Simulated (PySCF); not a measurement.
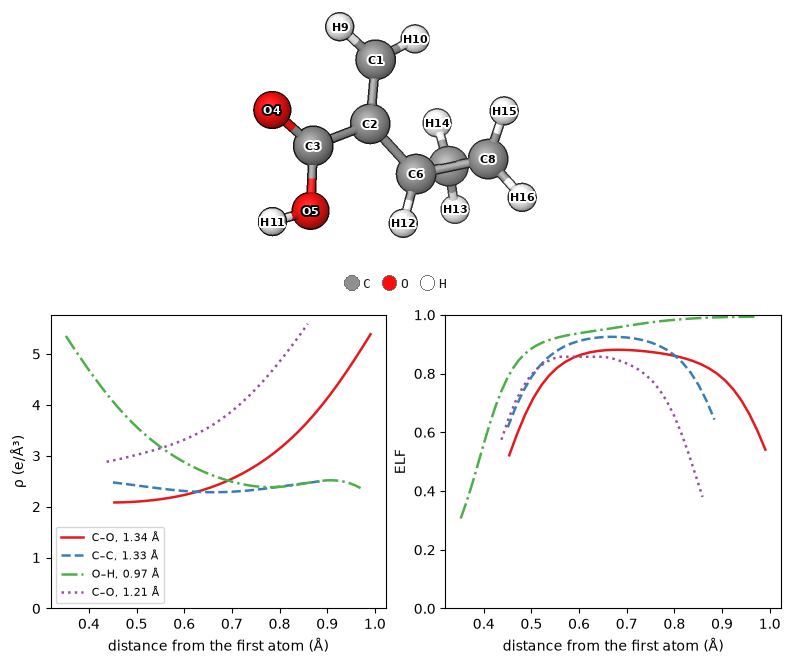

Figure 1: C6H8O2 (SMILES C=C(C(=O)O)C1CC1). Electron density and ELF along straight lines between neighbouring atoms. The curves leave out the atomic cores. The structure is drawn too.

Geometry: GFN2-xTB.

These are results of PySCF 2.14.0, PBE0/pcSseg-1, SCF density, gas phase, non-relativistic, not measurements.

The calculation's input:

```
{"job": {"kind": "nmr", "xc": "PBE0", "basis": "pcSseg-1"}, "charge": 0, "multiplicity": 1}
C     -0.606015    -1.031228     1.307579
C     -0.661421    -0.220052     0.249594
C     -2.012167     0.122374    -0.266828
O     -3.047336    -0.281919     0.200963
O     -1.997686     0.943578    -1.330210
C      0.510624     0.357003    -0.440111
C      1.736800     0.746385     0.346716
C      1.787387    -0.436277    -0.558120
H     -1.515072    -1.404127     1.746443
H      0.321184    -1.339972     1.756519
H     -2.908702     1.120745    -1.612218
H      0.255596     0.988247    -1.279562
H      2.257959     1.645004     0.053640
H      1.720398     0.580097     1.412866
H      1.807090    -1.421663    -0.118973
H      2.343763    -0.359252    -1.479708
```

Launched as:

```sh
OMP_NUM_THREADS=1 python probes_run.py task.json out
```

Q: What can be read from the curves?

A: C–O (1.34 Å): ρ at the midpoint is about 2.4 e/Å³; the ELF peaks at about 0.90 between the atoms (a polar covalent bond).
C–C (1.33 Å): ρ at the midpoint is about 2.3 e/Å³; the ELF peaks at about 0.95 between the atoms: a multiple bond.
O–H (0.97 Å): ρ at the midpoint is about 3.7 e/Å³; the ELF climbs to about 1 towards the hydrogen, as it does in any bond to H (a covalent bond by its length).
C–O (1.21 Å): ρ at the midpoint is about 3.3 e/Å³; the ELF peaks at about 0.85 between the atoms; a short, multiple covalent bond.
